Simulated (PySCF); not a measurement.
BF3, SMILES `FB(F)F`.

Level of theory: r2SCAN/def2-SVPD (PySCF), at a geometry from GFN2-xTB. This is a single-reference result, which may miss multireference character in this system. No frequency check shows the geometry to be a minimum.

Input

```python
import numpy as np
from pyscf import gto, scf, dft, lo
from pyscf.data.elements import chemcore

def solve(mol, dm0=None, hcore=None):
    mf = (dft.UKS if mol.spin else dft.RKS)(mol, xc='r2scan')
    mf.grids.level = 3
    mf = mf.density_fit(auxbasis='def2-universal-jkfit')
    mf.conv_tol, mf.max_cycle = 1e-8, 80
    if hcore is not None:
        mf.get_hcore = lambda *args: hcore
    mf.kernel(dm0)
    if not mf.converged:
        mf = mf.newton().run(mf.mo_coeff, mf.mo_occ, max_cycle=30)
    assert mf.converged, 'SCF not converged'
    return mf

mol = gto.M(atom='''
F     -1.29971    -0.04218     0.00000
B      0.00002     0.00000     0.00000
F      0.61332     1.14667     0.00000
F      0.68638    -1.10449     0.00000
''', basis='def2-svpd', charge=0, spin=0, verbose=4)
mf = solve(mol)
occ_all = mf.mo_coeff[:, mf.mo_occ > 0]
occ = occ_all[:, chemcore(mol):]
bo = lo.Boys(mol, occ)
loc = bo.kernel()
for _ in range(5):
    new, stable = bo.stability(return_status=True)
    if stable:
        break
    loc = bo.kernel(new)
fock, s = mf.get_fock(), mf.get_ovlp()
ortho = lo.orth_ao(mol, 'meta_lowdin')
labels = mol.ao_labels(fmt=None)
vir = loc[:, :0]
both = np.hstack([loc, vir])
p = (ortho.T @ s @ both) ** 2
pop = np.array([p[[l[0] == a for l in labels]].sum(0) for a in range(mol.natm)])
spd = np.array([[p[[l[0] == a and l[2][-1] == k for l in labels]].sum(0) for k in 'spd'] for a in range(mol.natm)])
eps = np.einsum('pi,pq,qi->i', both, fock, both)
for i in np.argsort(eps):
    top = np.argsort(-pop[:, i])[:3]
    print('%3d %s %9.4f Eh ' % (i + 1, 'occ' if i < loc.shape[1] else 'vir', eps[i]), '  '.join('%s%d %.3f' % (mol.atom_symbol(a), a + 1, pop[a, i]) for a in top))
np.savez('result.npz', c=both, nocc=loc.shape[1], pop=pop, spd=spd, eps=eps, e=mf.e_tot)
```

Launched as:

```sh
OMP_NUM_THREADS=1 python input.py
```

The run took 9.1 s on 1 thread of Intel(R) Xeon(R) Platinum 8488C (Sapphire Rapids), on a shared host, peak memory 0.36 GiB.

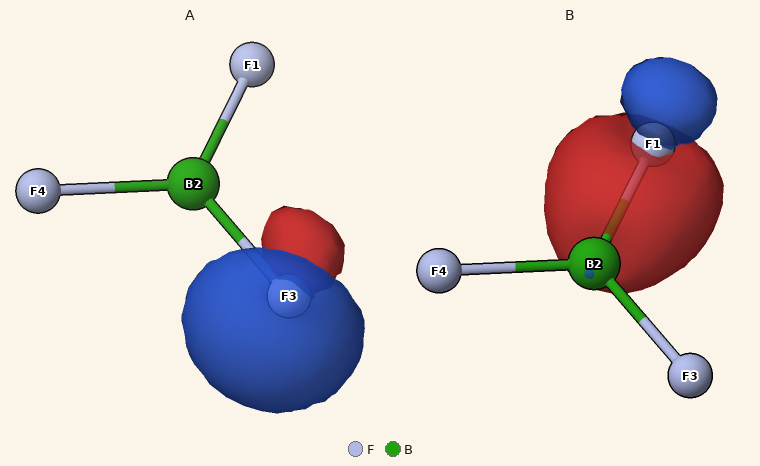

Foster–Boys orbitals, occupied; each surface holds about 85 % of the orbital's density. Energies are diagonal elements of the Fock matrix.

### Name the orbitals, with their atomic make-up and energies.

By panel:
- A: lone pair on F3 (sp2.3-type) (F3 98 %; −16.8 eV)
- B: pair mostly on F1, shared in part with B2 (F1 84 %, B2 16 %; −19.0 eV)

### How do all the valence pairs divide up?

12 pairs: 6 strongly polarised pairs and 6 lone pairs.
